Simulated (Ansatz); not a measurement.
# Geometry relaxation of AlBH₄ClOF (part 2 of 2)

Continued. System: AlBH₄ClOF. Method: RKS PBE0-D4/6-31G* (Ansatz 0.2.0). The input holds or restrains some coordinates. Forces given for the steps count only the free coordinates. It belongs to a series of runs on one base structure; here: pulled along the bonds that form and break, towards end A.

Geometry of the input (Å):
```
B  0.0000  0.0000  0.0000
H  0.0000  0.0000  1.5400
Cl 1.6108  0.0000  -0.9300
F  -1.1431  0.0000  -0.6600
O  0.3597  -1.5824  0.5392
Al -0.5035  -3.0545  0.0327
H  0.2998  -4.3239  -0.3878
H  -2.0631  -3.0751  0.0093
H  0.1909  -0.8399  1.5370
```

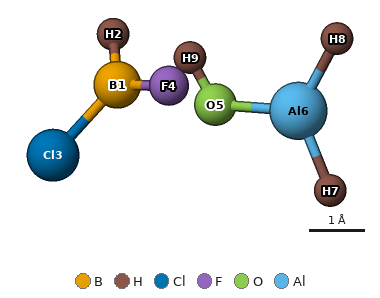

The geometry at step 11 of the log (ball-and-stick view, seen at a tilt; atoms are numbered from 1 in the order of the input).

## Trajectory as extended XYZ, continued
```
9
Properties=species:S:1:pos:R:3:forces:R:3 step=3 energy=-24613.18231
B    -0.0245    0.2448    0.0467    1.2199  -2.2795   0.2824
H    -0.0627    0.3162    1.3524    0.0104   1.3091  -2.1844
Cl    1.5800    0.0339   -0.9140   -1.4819   1.3897   0.7806
F    -1.1404    0.0166   -0.6511    0.5451   0.8160   0.5061
O     0.4154   -1.8153    0.7111   -0.1970   1.0240   1.9102
Al   -0.5137   -3.0749    0.0323   -0.1195  -0.3845   0.1976
H     0.3061   -4.3298   -0.3919    0.2506  -0.2360  -0.2662
H    -2.0729   -3.0717    0.0095   -0.4323   0.1595  -0.0238
H     0.2641   -1.1955    1.4854    0.2048  -1.7983  -1.2025
9
Properties=species:S:1:pos:R:3:forces:R:3 step=4 energy=-24613.61505
B    -0.0335    0.3463    0.0307    1.1284  -2.2579  -1.5942
H    -0.0617    0.4315    1.2117    0.0310   0.9954   0.0414
Cl    1.5463    0.0947   -0.9032   -1.3783   1.1193   0.7751
F    -1.1399    0.0540   -0.6510    0.4180   0.7443   0.3750
O     0.4566   -1.9624    0.8313    0.1618   0.0728   0.3266
Al   -0.5214   -3.1024    0.0401   -0.0483  -0.4368   0.2303
H     0.3138   -4.3414   -0.4143    0.1355  -0.2226  -0.3325
H    -2.0888   -3.0638    0.0063   -0.3083   0.1742  -0.0460
H     0.2801   -1.3322    1.5288   -0.1398  -0.1885   0.2243
9
Properties=species:S:1:pos:R:3:forces:R:3 step=5 energy=-24613.94407
B    -0.0115    0.2572   -0.0073    0.4562  -0.0007  -0.8514
H    -0.0358    0.4885    1.1806    0.0569   0.0980  -0.4929
Cl    1.5339    0.2409   -0.9500   -1.1106   0.1653   0.7021
F    -1.1557    0.1577   -0.6904    0.7715  -0.0752   0.5285
O     0.4851   -2.0880    0.9771   -0.4906   0.8189   0.3140
Al   -0.5263   -3.1721    0.0833    0.2450   0.0119   0.4265
H     0.3193   -4.3798   -0.4681    0.0038  -0.0776  -0.1843
H    -2.1052   -3.0483   -0.0016   -0.0216   0.1247  -0.0050
H     0.2478   -1.3318    1.5568    0.0894  -1.0653  -0.4376
9
Properties=species:S:1:pos:R:3:forces:R:3 step=6 energy=-24614.02724
B     0.0356    0.2584   -0.0596    0.0279  -0.3126  -0.5427
H     0.0387    0.4004    1.1268    0.1001   0.4145  -0.1902
Cl    1.5096    0.4028   -1.0470   -0.6330   0.0229   0.4785
F    -1.1248    0.0535   -0.6810    0.5970   0.0906   0.2636
O     0.4318   -2.0726    1.0348    0.0231   1.0499   0.9928
Al   -0.5016   -3.2160    0.1863   -0.4517  -0.0279  -0.5278
H     0.3096   -4.3613   -0.5476    0.0088  -0.0389   0.0970
H    -2.0658   -2.9434   -0.0125    0.0863  -0.1596   0.1592
H     0.1185   -1.3974    1.6801    0.2417  -1.0388  -0.7304
9
Properties=species:S:1:pos:R:3:forces:R:3 step=7 energy=-24614.09974
B     0.0896    0.2601   -0.0655    0.0830  -0.0681  -0.3768
H     0.0718    0.4232    1.1131    0.0284   0.3199  -0.0420
Cl    1.5467    0.5538   -1.0140   -0.3320  -0.0768   0.2694
F    -1.0381   -0.0187   -0.7087    0.2973  -0.0175   0.1613
O     0.4064   -2.0818    1.0405   -0.1770   0.7946   0.4148
Al   -0.5390   -3.2075    0.1454   -0.1120  -0.0192   0.0458
H     0.2856   -4.3496   -0.5794    0.0106   0.0500  -0.0151
H    -2.1235   -3.0777    0.1239    0.0013  -0.0153   0.0260
H     0.0521   -1.3775    1.6251    0.2005  -0.9675  -0.4834
9
Properties=species:S:1:pos:R:3:forces:R:3 step=8 energy=-24614.12313
B     0.1230    0.2657   -0.0788   -0.0179  -0.1995  -0.1757
H     0.0727    0.4232    1.1004   -0.0222   0.3426  -0.0590
Cl    1.5741    0.6542   -0.9784   -0.1559  -0.0415   0.1058
F    -0.9654   -0.1083   -0.7431    0.2427   0.0510   0.1174
O     0.4026   -2.0783    1.0261   -0.2720   0.8408   0.4476
Al   -0.5674   -3.2042    0.1571   -0.0465  -0.1082  -0.0083
H     0.2574   -4.3093   -0.6216   -0.0036   0.0353  -0.0370
H    -2.1529   -3.1387    0.2254   -0.0184   0.0224   0.0328
H     0.0075   -1.3801    1.5932    0.2937  -0.9428  -0.4238
9
Properties=species:S:1:pos:R:3:forces:R:3 step=9 energy=-24614.12927
B     0.1622    0.2555   -0.1022   -0.2625  -0.2328  -0.1546
H     0.0618    0.4134    1.0745   -0.0661   0.2999  -0.0841
Cl    1.6058    0.7768   -0.9339   -0.1169  -0.0894   0.0064
F    -0.8791   -0.2020   -0.8045    0.4573   0.1539   0.2141
O     0.4001   -2.0808    1.0279   -0.4648   0.8892   0.4712
Al   -0.5978   -3.2031    0.1783   -0.0108  -0.1492  -0.0765
H     0.2237   -4.2479   -0.6903   -0.0673   0.0495  -0.0088
H    -2.1838   -3.1976    0.3562    0.0884   0.0393   0.0219
H    -0.0414   -1.3901    1.5744    0.4427  -0.9604  -0.3896
9
Properties=species:S:1:pos:R:3:forces:R:3 step=10 energy=-24614.15457
B     0.1339    0.2407   -0.1280    0.0777  -0.3528  -0.0847
H    -0.1301    0.3862    1.0253   -0.0377   0.3782  -0.0953
Cl    1.6507    0.8013   -0.7911   -0.1436  -0.0162   0.0759
F    -0.7711   -0.2855   -0.9457    0.0788   0.0870   0.0633
O     0.4407   -2.0807    1.0077   -0.2575   0.7430   0.3955
Al   -0.6038   -3.1917    0.1942   -0.0290   0.1706   0.0779
H     0.1236   -4.1852   -0.7903    0.0305  -0.0497  -0.0589
H    -2.1616   -3.1735    0.5125   -0.0019  -0.0088   0.0093
H     0.0692   -1.3872    1.5957    0.2825  -0.9513  -0.3830
9
Properties=species:S:1:pos:R:3:forces:R:3 step=11 energy=-24614.15626
B     0.1316    0.2328   -0.1316    0.0726  -0.3327  -0.0747
H    -0.1359    0.3795    1.0207   -0.0406   0.3761  -0.0992
Cl    1.6490    0.7967   -0.7902   -0.1410  -0.0212   0.0716
F    -0.7715   -0.2928   -0.9522    0.0876   0.0722   0.0701
O     0.4451   -2.0816    1.0160   -0.2611   0.7562   0.3917
Al   -0.6025   -3.1838    0.1950   -0.0321   0.1492   0.0665
H     0.1235   -4.1743   -0.7948    0.0242  -0.0428  -0.0534
H    -2.1604   -3.1640    0.5139    0.0012  -0.0075   0.0078
H     0.0727   -1.3882    1.6036    0.2894  -0.9494  -0.3804
9
Properties=species:S:1:pos:R:3:forces:R:3 step=12 energy=-24614.17398
B     0.1002    0.1385   -0.1765    0.1358  -0.3749   0.0615
H    -0.2228    0.3032    0.9616   -0.1216   0.4023  -0.2494
Cl    1.6248    0.7513   -0.7691   -0.2313  -0.0453   0.0159
F    -0.7378   -0.4714   -1.0232    0.2221   0.0769   0.2167
O     0.5049   -2.0881    1.1199   -0.4254   0.7808   0.2516
Al   -0.5930   -3.0593    0.1909    0.0647  -0.0175   0.0063
H     0.1034   -4.0142   -0.8742   -0.0702   0.0909   0.0543
H    -2.1461   -3.0392    0.5495    0.0515   0.0231  -0.0256
H     0.1180   -1.3965    1.7015    0.3744  -0.9363  -0.3311
9
Properties=species:S:1:pos:R:3:forces:R:3 step=13 energy=-24614.17439
B     0.1129    0.0497   -0.1769   -0.0663  -0.1093   0.0203
H    -0.2096    0.2693    0.9486   -0.1216   0.2978  -0.1812
Cl    1.5533    0.7741   -0.8340   -0.1418  -0.1514  -0.0194
F    -0.7198   -0.6356   -0.9827    0.3729   0.0070   0.2542
O     0.5274   -2.1136    1.2171   -0.6539   0.8474   0.1022
Al   -0.5811   -3.0010    0.1981    0.0865   0.1269  -0.1193
H     0.1110   -3.9170   -0.9121   -0.0890   0.0866   0.1630
H    -2.1515   -2.9112    0.4805    0.1245  -0.0437   0.0366
H     0.1089   -1.3906    1.7417    0.4888  -1.0612  -0.2563
9
Properties=species:S:1:pos:R:3:forces:R:3 step=14 energy=-24614.20330
B     0.0889    0.0433   -0.1725    0.4743  -0.7141   0.1725
H    -0.2420    0.2547    0.9518   -0.2525   0.5013  -0.3250
Cl    1.5260    0.7538   -0.8504   -0.3652  -0.0441   0.0129
F    -0.6463   -0.8096   -0.9336    0.1367   0.2951   0.0912
O     0.5346   -2.1014    1.2271   -0.6091   0.8650   0.1776
Al   -0.5850   -2.9095    0.1439    0.1160   0.1513   0.1066
H     0.0916   -3.8604   -0.9394   -0.0573   0.0989   0.0722
H    -2.1459   -2.8594    0.4785    0.0817  -0.0220  -0.0056
H     0.1296   -1.3873    1.7750    0.4755  -1.1313  -0.3023
9
Properties=species:S:1:pos:R:3:forces:R:3 step=15 energy=-24614.18077 accepted=F
B     0.1785   -0.0337   -0.1496   -0.0211   0.2844  -0.3891
H    -0.2542    0.2363    0.9376    0.1556   0.1365  -0.4474
Cl    1.4520    0.9168   -0.9215   -0.6286  -0.7042   0.4785
F    -0.5385   -0.8998   -0.9484    0.4644   0.1936   0.4448
O     0.4985   -2.1639    1.2889   -0.3710   1.2498  -0.0253
Al   -0.6122   -2.8491    0.1096    0.0059  -0.0929   0.3010
H     0.0496   -3.8264   -0.9483    0.0000   0.0837  -0.0363
H    -2.1585   -2.8490    0.5035    0.0237   0.0770  -0.1033
H     0.1364   -1.4069    1.8085    0.3711  -1.2280  -0.2229
9
Properties=species:S:1:pos:R:3:forces:R:3 step=16 energy=-24614.23481
B     0.1181   -0.0106   -0.1761    0.4576  -0.1214   0.4098
H    -0.2504    0.2046    0.9366   -0.1161   0.4595  -0.3338
Cl    1.4744    0.8029   -0.8947   -0.2715  -0.1246   0.0815
F    -0.5872   -0.8841   -0.9299   -0.0855  -0.0802  -0.1739
O     0.5345   -2.1251    1.2667   -0.4603   0.9044   0.1554
Al   -0.5987   -2.8464    0.1473    0.0829  -0.1379  -0.0736
H     0.0785   -3.7741   -0.9439   -0.0174   0.0049  -0.0115
H    -2.1569   -2.8329    0.4631   -0.0110   0.0439   0.0594
H     0.1391   -1.4101    1.8112    0.4213  -0.9485  -0.1133
9
Properties=species:S:1:pos:R:3:forces:R:3 step=17 energy=-24614.23742
B     0.1374   -0.0096   -0.1730    0.2480  -0.1706   0.1937
H    -0.2314    0.2064    0.9384   -0.0904   0.4205  -0.3047
Cl    1.4599    0.8435   -0.9111   -0.2554  -0.1849   0.1157
F    -0.5708   -0.8854   -0.9330    0.0643   0.0275  -0.0123
O     0.5190   -2.1299    1.2732   -0.4390   0.9096   0.1534
Al   -0.5993   -2.8628    0.1429    0.0520  -0.0072   0.0229
H     0.0737   -3.7937   -0.9491   -0.0139   0.0157   0.0069
H    -2.1562   -2.8292    0.4743    0.0069   0.0131   0.0138
H     0.1191   -1.4151    1.8178    0.4276  -1.0238  -0.1894
9
Properties=species:S:1:pos:R:3:forces:R:3 step=18 energy=-24614.23532
B     0.1430   -0.0044   -0.1765   -0.1902  -0.5569   0.2577
H    -0.2685    0.1848    0.9238   -0.0121   0.5194  -0.2618
Cl    1.4574    0.8450   -0.8932    0.0127   0.0165  -0.0049
F    -0.5500   -0.8977   -0.9428    0.1382   0.1052  -0.0014
O     0.5278   -2.1314    1.2696   -0.3756   0.9558   0.2324
Al   -0.5959   -2.8516    0.1420   -0.0019  -0.0234  -0.0230
H     0.0574   -3.7905   -0.9521    0.0041  -0.0041  -0.0114
H    -2.1472   -2.8116    0.4928   -0.0183   0.0164   0.0074
H     0.1275   -1.4183    1.8168    0.4431  -1.0291  -0.1949
9
Properties=species:S:1:pos:R:3:forces:R:3 step=19 energy=-24614.23953
B     0.1379   -0.0083   -0.1751    0.0218  -0.3820   0.2399
H    -0.2555    0.1927    0.9294   -0.0667   0.4713  -0.2693
Cl    1.4564    0.8429   -0.8965   -0.0666  -0.0410   0.0303
F    -0.5556   -0.8937   -0.9422    0.0686   0.0444  -0.0117
O     0.5254   -2.1299    1.2698   -0.3967   0.9292   0.2021
Al   -0.5963   -2.8577    0.1430    0.0130  -0.0030  -0.0045
H     0.0636   -3.7923   -0.9520   -0.0050   0.0002   0.0001
H    -2.1498   -2.8127    0.4871   -0.0036   0.0067   0.0073
H     0.1253   -1.4169    1.8169    0.4353  -1.0258  -0.1942
```

## Key numbers

```csv
quantity,value
outcome,converged under the restraints of the input
total energy,−24614.2396 eV
mean-field energy,−24614.0851 eV
"largest force (length of the vector) at the end, held atoms and coordinates included",1.131 eV/Å
hardware,"2 threads of Arm Neoverse V2, 24 GiB of memory available, shared host"
wall time,52 s (CPU time 1.7 min)
peak memory,0.19 GiB
```
